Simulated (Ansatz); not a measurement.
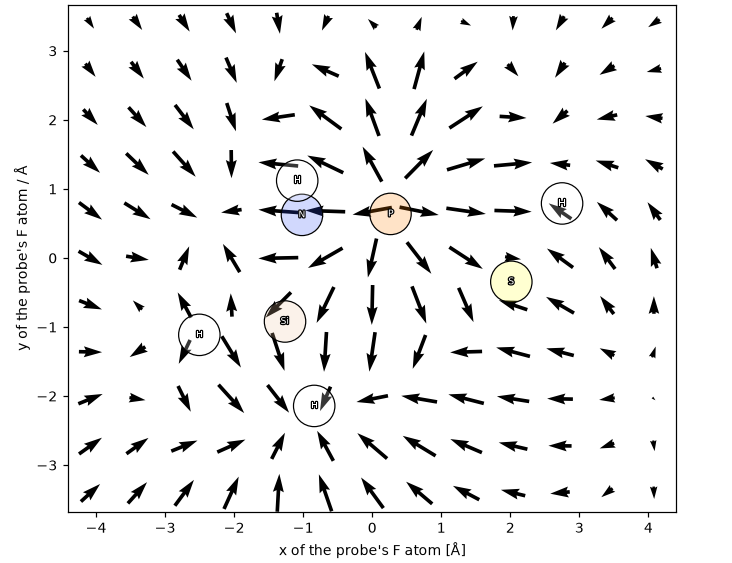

H₄NPSSi (SMILES SP1N[SiH2]1) with the probe HF. 
- The probe is moved over a plane parallel to the molecule's main plane, 3.26 Å above it.
- The first coordinate is: x of the probe's F atom; the second: y of the probe's F atom.
- Nothing is relaxed (molecule and probe rigid, the probe upright with F nearest the plane).
- The scan uses a 13 × 11 grid.
- Points are written as (first, second).
- The calculation used RKS B3LYP-D4/def2-SVPD (Ansatz 0.2.0).

In the figure: arrows along the force (downhill), their lengths compressed, labelled circles for the molecule's atoms, projected on the plane.

Q: The arrows alone are given. Where are the wells?

A: The arrows converge at about (−0.93 Å, −2.31 Å); about (−2.24 Å, 0.62 Å) (1.9 kJ/mol up); about (2.47 Å, 1.39 Å) (4.5 kJ/mol up) (read from the interpolated surface).

The energy map of the same scan:

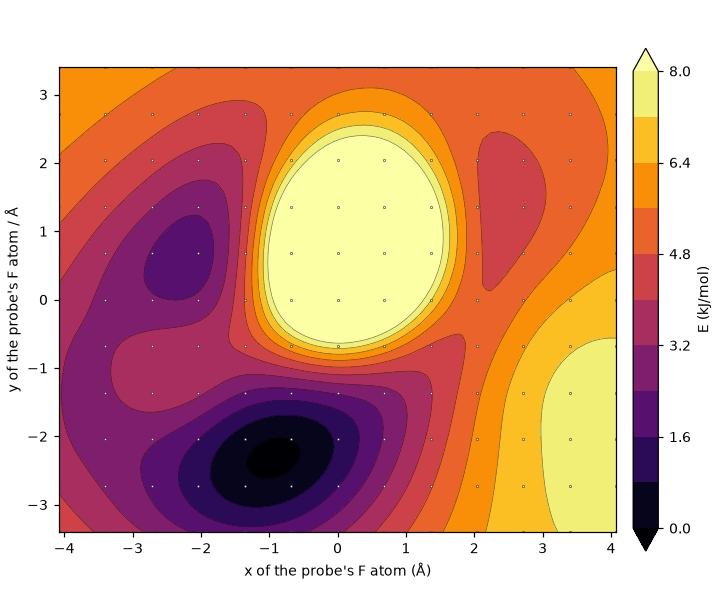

Energies are in kJ/mol, from the lowest grid point; between grid points the surface is interpolated.
